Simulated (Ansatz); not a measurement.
# Quasi-harmonic thermodynamics of Rh (Rhodium, Fm-3m), part 2 of 4

Aim: the lattice, expansion, heat capacity and bulk modulus of Rhodium as it warms.

Ansatz 0.2.0; DFT LDA, scalar-relativistic, plane waves, PAW (the session's first sound run).

So far. Step 2 (A first coarse run): The start is under -8.9 GPa at this level and looks like a metal on this mesh.

The database entry behind the starting cell differs from later determinations by our own check (an axis about 0.2 % short against later determinations), so it need not match the best structure at ambient conditions.

### 5. Relaxing to small residual forces and stress

The thresholds are tightened for a last relaxation ahead of the phonons, and where mesh or smearing change with them the cell follows.

Contents of input.yaml:

```yaml
crystal:
  lattice:
    - [0.0, 1.8768447066, 1.8768447066]
    - [1.8768447066, 0.0, 1.8768447066]
    - [1.8768447066, 1.8768447066, 0.0]
  atoms:
    - { symbol: Rh, position: [0.0, 0.0, 0.0] }
kpoints:
  mp_grid: { grid: [20, 20, 20] }
hamiltonian:
  xc: lda
scf:
  occupations: { method: methfessel_paxton, width: 0.2 }
output:
  forces: true
  stress: true
  eigenvalues: true
relax:
  adjacent_minimum: "off"
  f_tol: 0.001
  max_steps: 60
  cell: { stress_tol: 0.01 }
```

On the command line:

```bash
ansatz run input.yaml --threads 4 --pin off --max-ram 8192MiB --backend cpu --events-out ev --progress --plain --runs-dir out
```

Numbers of over 12 decimals in the logs are rounded to 6 here.

Log:

```text
[...]
Crystal: 1 atoms, lattice volume = 13.223 Å³
Basis set: ecut = 420 eV, 259 PW (Γ)
Bands: 13, of which v1, the nominal top of the filled ones, is band 9 counted from 1 (8 counted from 0)
Symmetry: 48 space group operations
[...]
k-points: 256 of 8000
[...]
k-point 2: bands = [... 5 lower, 19.7430, 20.0745, 20.0745, 22.0932, 22.0932, 39.5488, 42.7222, 45.0604]
  k-point 255: bands = [... 5 lower, 19.1610, 19.1610, 21.9294, 24.2905, 33.0763, 33.0763, 34.6685, 36.2783]
--- Relaxed structure (3 steps of the walk, 3 accepted, 1 SCFs on fresh bases) ---
[...]
cell:  # Å, volume = 13.2188 Å³
    - [0, 1.876669, 1.876669]
    - [1.876669, 0, 1.876669]
    - [1.876669, 1.876669, 0]
  atoms:
    - { symbol: Rh, position: [0.0, 0.0, 0.0] }
[key lines of the parts left out:]
SCF converged after 4 iterations
Free energy (F): -6278.649513 eV
Fermi energy:    23.223931 eV
P = ⅓ Tr σ = -0.0003 GPa (-0.003 kbar)
```

It took 5.2 s on 4 threads of Arm Neoverse V1, shared host; peak memory 0.33 GiB; 13 s of CPU time.

Little changed from the start: no atom moved by 0.005 Å and no cell edge by 0.1 %.

Numbers from this step:

- pressure: -2.99e-4 GPa

The residual pressure is -3.0e-4 GPa, small enough for phonons.

### 6. The quasi-harmonic study, k-mesh 21×21×21, functional LDA

The study relaxes the crystal at several strains, solves the phonons on some of them and minimises the free energy at each temperature (static energy, vibrations, the electrons in a metal, and PV under a set pressure); the q-mesh sets how far the force constants reach.

Contents of input.yaml:

```yaml
crystal:
  lattice:
    - [0.0, 1.8766688955, 1.8766688955]
    - [1.8766688955, 0.0, 1.8766688955]
    - [1.8766688955, 1.8766688955, 0.0]
  atoms:
    - { symbol: Rh, position: [0.0, 0.0, 0.0] }
kpoints:
  mp_grid: { grid: [21, 21, 21] }
hamiltonian:
  xc: lda
scf:
  occupations: { method: methfessel_paxton, width: 0.2 }
output:
  eigenvalues: true
phonons:
  method: dfpt
  qmesh: [3, 3, 3]
  temperatures: { t_max: 1200.0, t_step: 50 }
  thermal_expansion: {}
```

Log:

```text
[...]
Crystal: 1 atoms, lattice volume = 13.219 Å³
Basis set: ecut = 487.2 eV, 331 PW (Γ), exchange–correlation on 40×40×40 points (8 copies of the dense FFT grid, shifted against one another)
Bands: 13, of which v1, the nominal top of the filled ones, is band 9 counted from 1 (8 counted from 0)
Symmetry: 48 space group operations
[...]
k-points: 286 of 9261
[...]
SCF iter   1: F=—  HF=-6278.653221 eV  |F-HF|=—  |Δ(HF+E_count)|=         —  Δρ=1.10e-2  dr2=9.26e-3  ethr=1.77e-3  ⟨swp⟩=4.5  Hψ=19859  notcnv=0
[...]
SCF iter   8: F=-6278.650613 eV  HF=-6278.650613 eV  |F-HF|=1.82e-12  |Δ(HF+E_count)|=  8.19e-12  S|Δr|=    0.00e0  Δρ=3.61e-8  dr2=4.97e-14  ethr=1.00e-12  ⟨swp⟩=5.2  Hψ=13887  notcnv=0
SCF 1 converged in 8 iterations: F = -6278.650613 eV  dr2 = 4.97e-14
[...]
relax step   1: F+E_penalty+E_count = -6278.65061255 eV  Δ(F+E_penalty+E_count) = +0.000e0 eV  max|allowed force component| = 0.000e0 eV/Å  Δτ_max = 0.0000 Å  (8 SCF iters, accepted)
SCF converged after 8 iterations
[...]
Free energy (F): -6278.650613 eV
[...]
Internal energy: -6278.651987 eV  (E = F + TS)
E sigma→0 (E₀):  -6278.650956 eV
Entropy (-TS):   0.001375 eV (1.375 meV/atom)
Fermi energy:    23.218890 eV
[...]
--- Stress (GPa, compression-positive) ---
       -0.040626      -0.000000      -0.000000
       -0.000000      -0.040626      -0.000000
       -0.000000       0.000000      -0.040626
  P = ⅓ Tr σ = -0.0406 GPa (-0.406 kbar)
--- Band table (eV; the first three rows and the last of 286) ---
  k-point 0: bands = [... 5 lower, 19.9129, 19.9129, 19.9129, 22.1694, 22.1694, 38.9566, 44.4430, 44.4430]
  k-point 1: bands = [... 5 lower, 19.8689, 19.9516, 19.9516, 22.1468, 22.1468, 39.0996, 43.9555, 44.5849]
  k-point 2: bands = [... 5 lower, 19.7528, 20.0570, 20.0570, 22.0927, 22.0927, 39.4983, 42.8471, 45.0017]
  k-point 285: bands = [... 5 lower, 18.9554, 19.3538, 21.9436, 24.2415, 32.4188, 33.4564, 34.8656, 36.4457]
── thermal expansion: 3 new cells, 3 in all ──
thermal expansion: relaxation of cell 2
thermal expansion: relaxation of cell 3
── thermal expansion: 2 new cells, 5 in all ──
thermal expansion: relaxation of cell 4
thermal expansion: lower-state search of cell 4
thermal expansion: electrons of cell 4
thermal expansion: phonons of cell 4
thermal expansion: relaxation of cell 5
thermal expansion: electrons of cell 1
thermal expansion: electrons of cell 2
thermal expansion: electrons of cell 3
thermal expansion: electrons of cell 5
thermal expansion: phonons of cell 5
── thermal expansion: 5 new cells, 10 in all ──
thermal expansion: relaxation of cell 6
thermal expansion: relaxation of cell 7
thermal expansion: relaxation of cell 8
thermal expansion: relaxation of cell 9
thermal expansion: relaxation of cell 10
thermal expansion: electrons of cell 6
thermal expansion: electrons of cell 7
thermal expansion: electrons of cell 8
thermal expansion: electrons of cell 9
thermal expansion: electrons of cell 10
thermal expansion: phonons of cell 6
thermal expansion: phonons of cell 7
--- Relaxed structure (1 steps of the walk, 1 accepted, 0 SCFs on fresh bases) ---
  F+E_penalty+E_count = -6278.65061255 eV   max|allowed force component| = 0.000e0 eV/Å
  atoms:
    - { symbol: Rh, position: [0.0, 0.0, 0.0] }
--- Thermal expansion: 10 cells in 3 rounds, 0 GPa ---
  no lower state was reached at cell 4; its state was not examined: fill_not_monotonic
  without vibrations: a 2.65393, b 2.65393, c 2.65393 Å, V 13.2176 Å³, B 318.35 GPa
  at 0 K: a 2.65670, b 2.65670, c 2.65670 Å, V 13.2590 Å³, B 314.83 GPa
  zero-point expansion: a +0.105, b +0.105, c +0.105, V +0.314 %
      T/K        a/Å        b/Å        c/Å       V/Å³ | expansion of a, b, c, V (1e-6/K)   | that of V in the mean from 25 °C | C_P, C_V (J/mol K of the cell) | B_T, B_S (GPa)
     0.00    2.65670    2.65670    2.65670    13.2590 |    0.00    0.00    0.00    0.00 |   15.78 |     0.000     0.000 |   314.83   314.83
   150.00    2.65795    2.65795    2.65795    13.2778 |    6.46    6.46    6.46   19.37 |   22.27 |    20.261    20.121 |   311.08   313.24
   298.15    2.66088    2.66088    2.66088    13.3217 |    8.05    8.05    8.05   24.14 |       - |    24.744    24.320 |   304.22   309.53
   400.00    2.66313    2.66313    2.66313    13.3555 |    8.51    8.51    8.51   25.52 |   24.90 |    25.905    25.278 |   299.26   306.68
   550.00    2.66663    2.66663    2.66663    13.4083 |    9.02    9.02    9.02   27.06 |   25.81 |    27.095    26.147 |   291.69   302.27
   700.00    2.67034    2.67034    2.67034    13.4643 |    9.50    9.50    9.50   28.51 |   26.64 |    28.138    26.828 |   283.79   297.63
   850.00    2.67425    2.67425    2.67425    13.5235 |   10.00   10.00   10.00   30.01 |   27.45 |    29.181    27.463 |   275.55   292.79
  1000.00    2.67837    2.67837    2.67837    13.5862 |   10.55   10.55   10.55   31.64 |   28.29 |    30.268    28.082 |   266.95   287.73
  1150.00    2.68273    2.68273    2.68273    13.6526 |   11.14   11.14   11.14   33.41 |   29.16 |    31.412    28.689 |   257.98   282.46
  1200.00    2.68424    2.68424    2.68424    13.6757 |   11.35   11.35   11.35   34.04 |   29.46 |    31.806    28.888 |   254.90   280.65
  the static fit leaves 0.001 meV an atom of the energies and, of the stresses, 0.000 GPa of each cell's largest along a strain (root mean squares over the cells), whose Pulay part it has at -0.034 GPa
  vibrations' free energy: its fit passes through its cells
  the electrons' free energy at temperature is in it; its fit leaves 0.0011 meV an atom at the most
  free energies summed between the sampled wave vectors
  estimated error of the fitted expansion in any direction: up to 0.013e-6/K, at 1200 K, with few degrees of freedom (an estimate, not a bound: it was exceeded on models of known expansion)
  by sums over the sampled wave vectors an expansion of the volume parts by up to 1.36e-6/K
  by a static energy of one degree less an expansion of the volume parts by up to 0.06e-6/K
```

Run time: 9.3 min. Hardware: 4 threads; peak memory 2.6 GiB.

This step gave:

| Item | Value |
| --- | --- |
| pressure | -0.04063 GPa |
| volume expansion coefficient at 298 K | 24.14 1e-6/K |
| C_P at 298 K | 24.74 J/mol-atom/K |
| entropy at 298 K | 31.70 J/mol-atom/K |
| isothermal bulk modulus at 298 K | 304.2 GPa |
| Grüneisen parameter at 298 K | 2.422 |
| volume at 298 K | 13.32 Å³/atom |
| principal linear expansion coefficients at 298 K | 8.046, 8.046, 8.046 1e-6/K |

Strained cells of the study; zero-point energy where phonons were solved; the pressures are stresses at a fixed cutoff and can carry an offset from the finite basis. Expansion cells, by row:

| cell | \|a\| (Å) | \|b\| (Å) | \|c\| (Å) | V (Å³/atom) | E - E_lowest (meV/atom) | pressure, compression positive (GPa) | gap (eV) | zero-point energy (meV/atom) |
| --- | --- | --- | --- | --- | --- | --- | --- | --- |
| 1 | 2.654 | 2.654 | 2.654 | 13.22 | 0 | -0.074 | - | - |
| 2 | 2.675 | 2.675 | 2.675 | 13.54 | 7.404 | -7.233 | - | - |
| 3 | 2.633 | 2.633 | 2.633 | 12.91 | 7.61 | 8.007 | - | - |
| 4 | 2.654 | 2.654 | 2.654 | 13.22 | 0.001 | -0.127 | - | 32.95 |
| 5 | 2.667 | 2.667 | 2.667 | 13.42 | 3.01 | -4.707 | - | 31.73 |
| 6 | 2.681 | 2.681 | 2.681 | 13.62 | 11.6 | -8.933 | - | 30.52 |
| 7 | 2.694 | 2.694 | 2.694 | 13.83 | 25.53 | -12.84 | - | 29.31 |
| 8 | 2.628 | 2.628 | 2.628 | 12.83 | 11.89 | 10.14 | - | - |
| 9 | 2.641 | 2.641 | 2.641 | 13.02 | 2.873 | 4.814 | - | - |
| 10 | 2.714 | 2.714 | 2.714 | 14.14 | 55.89 | -18.13 | - | - |

Quasi-harmonic; a, b, c are the run's own cell vectors. Expansion, by row:

| T (K) | a (Å) | b (Å) | c (Å) | alpha (deg) | beta (deg) | gamma (deg) | cell volume (Å³/cell) | alpha_a (1e-6/K) | alpha_b (1e-6/K) | alpha_c (1e-6/K) | alpha_V (1e-6/K) | C_P (J/mol-atom/K) | C_V (J/mol-atom/K) | S (J/mol-atom/K) | B_T (GPa) | B_S (GPa) | Grueneisen | extrapolation | fit error (1e-6/K) |
| --- | --- | --- | --- | --- | --- | --- | --- | --- | --- | --- | --- | --- | --- | --- | --- | --- | --- | --- | --- |
| 0 | 2.657 | 2.657 | 2.657 | 60 | 60 | 60 | 13.26 | 0 | 0 | 0 | 0 | 0 | 0 | 0 | 314.8 | 314.8 | - | 0 | 0 |
| 50 | 2.657 | 2.657 | 2.657 | 60 | 60 | 60 | 13.26 | 1.5 | 1.5 | 1.5 | 4.51 | 5.118 | 5.116 | 1.697 | 314.6 | 314.8 | 2.214 | 0 | 0 |
| 100 | 2.657 | 2.657 | 2.657 | 60 | 60 | 60 | 13.27 | 4.83 | 4.83 | 4.83 | 14.48 | 15.41 | 15.35 | 8.739 | 313.1 | 314.2 | 2.359 | 0 | 0 |
| 150 | 2.658 | 2.658 | 2.658 | 60 | 60 | 60 | 13.28 | 6.46 | 6.46 | 6.46 | 19.37 | 20.26 | 20.12 | 16.03 | 311.1 | 313.2 | 2.395 | 0 | 0 |
| 200 | 2.659 | 2.659 | 2.659 | 60 | 60 | 60 | 13.29 | 7.26 | 7.26 | 7.26 | 21.79 | 22.59 | 22.36 | 22.22 | 308.8 | 312.1 | 2.41 | 0 | 0 |
| 250 | 2.66 | 2.66 | 2.66 | 60 | 60 | 60 | 13.31 | 7.74 | 7.74 | 7.74 | 23.21 | 23.91 | 23.58 | 27.41 | 306.5 | 310.8 | 2.417 | 0 | 0 |
| 298.1 | 2.661 | 2.661 | 2.661 | 60 | 60 | 60 | 13.32 | 8.05 | 8.05 | 8.05 | 24.14 | 24.74 | 24.32 | 31.7 | 304.2 | 309.5 | 2.422 | 0 | 0 |
| 300 | 2.661 | 2.661 | 2.661 | 60 | 60 | 60 | 13.32 | 8.06 | 8.06 | 8.06 | 24.17 | 24.77 | 24.34 | 31.85 | 304.1 | 309.5 | 2.423 | 0 | 0 |
| 350 | 2.662 | 2.662 | 2.662 | 60 | 60 | 60 | 13.34 | 8.3 | 8.3 | 8.3 | 24.9 | 25.4 | 24.87 | 35.72 | 301.7 | 308.1 | 2.427 | 0 | 0 |
| 400 | 2.663 | 2.663 | 2.663 | 60 | 60 | 60 | 13.36 | 8.51 | 8.51 | 8.51 | 25.52 | 25.91 | 25.28 | 39.15 | 299.3 | 306.7 | 2.43 | 0 | 0 |
| 450 | 2.664 | 2.664 | 2.664 | 60 | 60 | 60 | 13.37 | 8.69 | 8.69 | 8.69 | 26.07 | 26.34 | 25.61 | 42.22 | 296.8 | 305.2 | 2.433 | 0 | 0.01 |
| 500 | 2.665 | 2.665 | 2.665 | 60 | 60 | 60 | 13.39 | 8.86 | 8.86 | 8.86 | 26.57 | 26.73 | 25.89 | 45.02 | 294.2 | 303.8 | 2.435 | 0 | 0.01 |
| 550 | 2.667 | 2.667 | 2.667 | 60 | 60 | 60 | 13.41 | 9.02 | 9.02 | 9.02 | 27.06 | 27.09 | 26.15 | 47.58 | 291.7 | 302.3 | 2.438 | 0 | 0.01 |
| 600 | 2.668 | 2.668 | 2.668 | 60 | 60 | 60 | 13.43 | 9.18 | 9.18 | 9.18 | 27.55 | 27.45 | 26.38 | 49.96 | 289.1 | 300.8 | 2.44 | 0 | 0.01 |
| 650 | 2.669 | 2.669 | 2.669 | 60 | 60 | 60 | 13.45 | 9.34 | 9.34 | 9.34 | 28.03 | 27.79 | 26.61 | 52.17 | 286.5 | 299.2 | 2.443 | 0 | 0.01 |
| 700 | 2.67 | 2.67 | 2.67 | 60 | 60 | 60 | 13.46 | 9.5 | 9.5 | 9.5 | 28.51 | 28.14 | 26.83 | 54.24 | 283.8 | 297.6 | 2.445 | 0 | 0.01 |
| 750 | 2.672 | 2.672 | 2.672 | 60 | 60 | 60 | 13.48 | 9.67 | 9.67 | 9.67 | 29 | 28.48 | 27.04 | 56.19 | 281.1 | 296 | 2.448 | 0 | 0.01 |
| 800 | 2.673 | 2.673 | 2.673 | 60 | 60 | 60 | 13.5 | 9.83 | 9.83 | 9.83 | 29.5 | 28.83 | 27.25 | 58.04 | 278.3 | 294.4 | 2.45 | 0 | 0.01 |
| 850 | 2.674 | 2.674 | 2.674 | 60 | 60 | 60 | 13.52 | 10 | 10 | 10 | 30.01 | 29.18 | 27.46 | 59.8 | 275.6 | 292.8 | 2.453 | 0 | 0.01 |
| 900 | 2.676 | 2.676 | 2.676 | 60 | 60 | 60 | 13.54 | 10.18 | 10.18 | 10.18 | 30.54 | 29.54 | 27.67 | 61.48 | 272.7 | 291.1 | 2.455 | 0 | 0.01 |
| 950 | 2.677 | 2.677 | 2.677 | 60 | 60 | 60 | 13.56 | 10.36 | 10.36 | 10.36 | 31.08 | 29.9 | 27.88 | 63.09 | 269.9 | 289.4 | 2.458 | 0 | 0.01 |
| 1000 | 2.678 | 2.678 | 2.678 | 60 | 60 | 60 | 13.59 | 10.55 | 10.55 | 10.55 | 31.64 | 30.27 | 28.08 | 64.63 | 266.9 | 287.7 | 2.461 | 0 | 0.01 |
| 1050 | 2.68 | 2.68 | 2.68 | 60 | 60 | 60 | 13.61 | 10.74 | 10.74 | 10.74 | 32.21 | 30.64 | 28.29 | 66.11 | 264 | 286 | 2.464 | 0 | 0.01 |
| 1100 | 2.681 | 2.681 | 2.681 | 60 | 60 | 60 | 13.63 | 10.93 | 10.93 | 10.93 | 32.8 | 31.02 | 28.49 | 67.55 | 261 | 284.2 | 2.467 | 0 | 0.01 |
| 1150 | 2.683 | 2.683 | 2.683 | 60 | 60 | 60 | 13.65 | 11.14 | 11.14 | 11.14 | 33.41 | 31.41 | 28.69 | 68.94 | 258 | 282.5 | 2.47 | 0 | 0.01 |
| 1200 | 2.684 | 2.684 | 2.684 | 60 | 60 | 60 | 13.68 | 11.35 | 11.35 | 11.35 | 34.04 | 31.81 | 28.89 | 70.28 | 254.9 | 280.6 | 2.473 | 0 | 0.01 |

The expansion coefficient by temperature; values in 1e-6/K:

| temperature (K) | volume | principal 1 |
| --- | --- | --- |
| 0 | 0 | 0 |
| 50 | 4.51 | 1.5 |
| 150 | 19.4 | 6.46 |
| 200 | 21.8 | 7.26 |
| 298 | 24.1 | 8.05 |
| 300 | 24.2 | 8.06 |
| 400 | 25.5 | 8.51 |
| 450 | 26.1 | 8.69 |
| 550 | 27.1 | 9.02 |
| 600 | 27.6 | 9.18 |
| 700 | 28.5 | 9.5 |
| 750 | 29 | 9.67 |
| 850 | 30.0 | 10 |
| 900 | 30.5 | 10.2 |
| 1000 | 31.6 | 10.6 |
| 1050 | 32.2 | 10.7 |
| 1150 | 33.4 | 11.1 |
| 1200 | 34.0 | 11.3 |

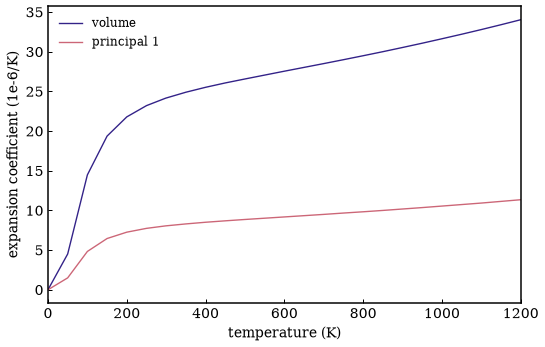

Expansion coefficient against temperature.

At 298 K the volume expansion is 24.1 × 10⁻⁶/K and B_T is 304 GPa. The q-mesh is coarse, so this is a first estimate. The program raised the cutoff to 487.2 eV by itself: with no cutoff typed, the study takes about 1.16 times the default for its relaxations and scales it with the volume for the phonons.

(Continued in part 3 of 4.)

[Logs are printed without paths, hosts, clocks, repeated set-up lines and the standing remarks that a program may print on its own settings, such as how far it seeks lower states.]

[Hosts, paths, dates, database ids (printed as entryN), source tags and the programs' standing remarks are cut or masked in the printed files.]

[A step with changed settings may run another functional than the one named; its input shows which.]
